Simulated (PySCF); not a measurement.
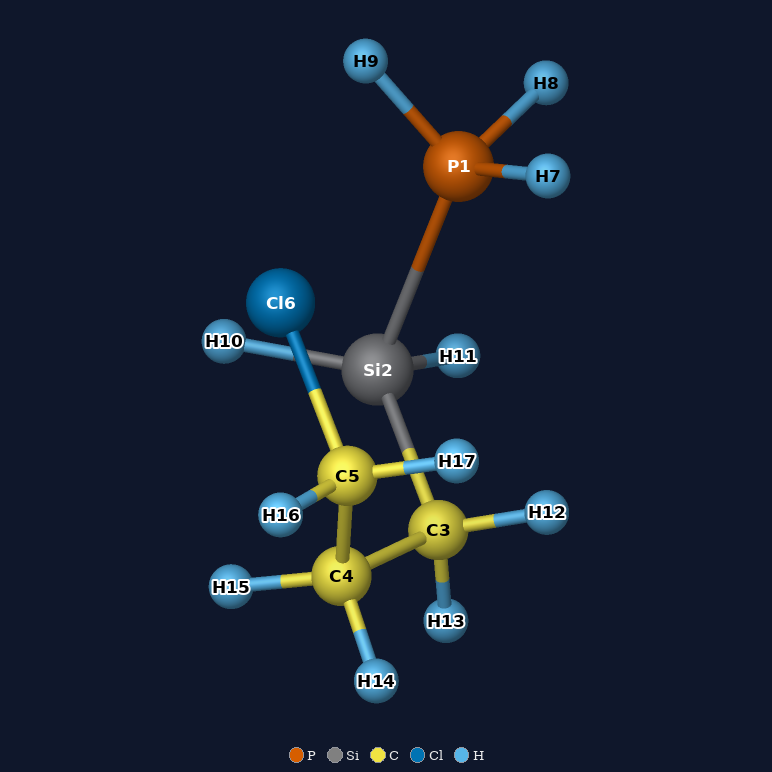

Charge +1, singlet. Computed geometry: GFN2-xTB optimisation. No frequency run is at hand to confirm it as a minimum. Electric field gradients from the ground-state density, PBE0/pcSseg-1 (PySCF 2.14.0), non-relativistic apart from any core potentials.

Give the largest field-gradient component, the quadrupole coupling constant and the asymmetry for 35Cl at Cl6 (Q = −81.7 mb), 2H at H7 (Q = 2.86 mb), 2H at H8 (Q = 2.86 mb).

| atom | V_zz (a.u.) | e²qQ/h (MHz) | η |
| --- | --- | --- | --- |
| Cl6 | 3.413 | −65.5 | 0.15 |
| H7 | 0.210 | 0.141 | 0.00 |
| H8 | 0.192 | 0.129 | 0.01 |

The geometry is semi-empirical. Around P, Si such bond lengths and angles can be off by a tenth of an ångström or more and by several degrees, and values that hang on the shape move with them.
